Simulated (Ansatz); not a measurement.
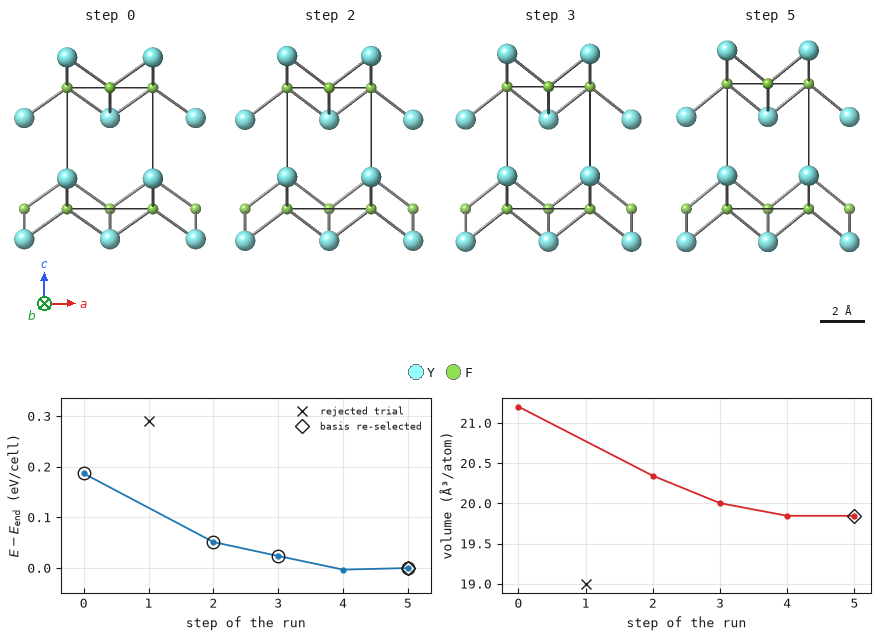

Frames of a relaxation of crystalline YF (a generated structure, set up in P4/nmm) (coarse preliminary run), marked on the history of the run. The picture is a ball-and-stick view of the cell of the calculation, seen along the b axis.

Level of theory: DFT PBE, scalar-relativistic, plane waves, PAW in Ansatz.

The input:
```yaml
crystal:
  lattice:
    - [3.91428461, 0.0, 0.0]
    - [0.0, 3.91428461, 0.0]
    - [0.0, 0.0, 5.53563438]
  atoms:
    - { symbol: "Y", position: [0.5, 0.0, 0.75] }
    - { symbol: "Y", position: [0.0, 0.5, 0.25] }
    - { symbol: F, position: [0.0, 0.0, 0.0] }
    - { symbol: F, position: [0.5, 0.5, 0.0] }
basis:
  ecutwfc: 420
kpoints:
  mp_grid: { grid: [4, 4, 4] }
hamiltonian:
  xc: pbe
scf:
  occupations: { method: gaussian, width: 0.1 }
  lower_state_search: "off"
output:
  forces: true
  stress: true
  eigenvalues: true
relax:
  adjacent_minimum: "off"
  f_tol: 0.04
  max_steps: 70
  cell: { stress_tol: 0.4 }
```

Launched with:
```bash
ansatz run input.yaml --threads 1 --pin off --max-ram 2048MiB --backend cpu --events-out ev --progress --plain --runs-dir out
```

Describe the path.

After 3 accepted moves (5 points after the start) the energy has fallen by 0.187 eV per cell of the calculation. Largest force component: 0.8 eV/Å at the start, 0.025 eV/Å at the end. Pressure: −2.86 GPa at the start and −0.16 GPa at the end. The line search rejected the trial step at point 1 of the run. The SCF was repeated once at an unchanged geometry on a basis and grid sized afresh for the cell, which shifted the energy by 3.1 meV per cell of the calculation at most. The largest moves relative to the cell, 0.087 Å, are those of Y1 and Y2. Y1 goes along −c. F stays in place. The drawn cell changes as follows: a = b 3.914 → 3.726 Å (−4.8 %), c 5.536 → 5.717 Å (+3.3 %); the volume changes by −6.4 %. Near-neighbour distances that change, for instance: Y1–F3 2.397 → 2.402 Å. Among the angles between lasting bonds that change: Y1–F4–Y1 109.5° → 101.7°, F3–Y1–F3 109.5° → 101.7°, F3–Y1–F4 70.5° → 66.5°. The space group stays P4/nmm (No. 129). Cost: 11 s on 1 thread of Arm Neoverse V2 (shared host), peak memory 0.34 GiB. From step 0 to 2: Y atoms move most (0.07 Å), volume −4.1 %, energy −0.135 eV per cell of the calculation. From step 2 to 3: Y atoms move most (0.03 Å), volume −1.7 %, energy −27.6 meV per cell of the calculation. From step 3 to 5: Y atoms move most (0.02 Å), volume −0.8 %, energy −23.8 meV per cell of the calculation.

Limits of the set-up: the k-point mesh is coarse for a cell with partly filled bands.
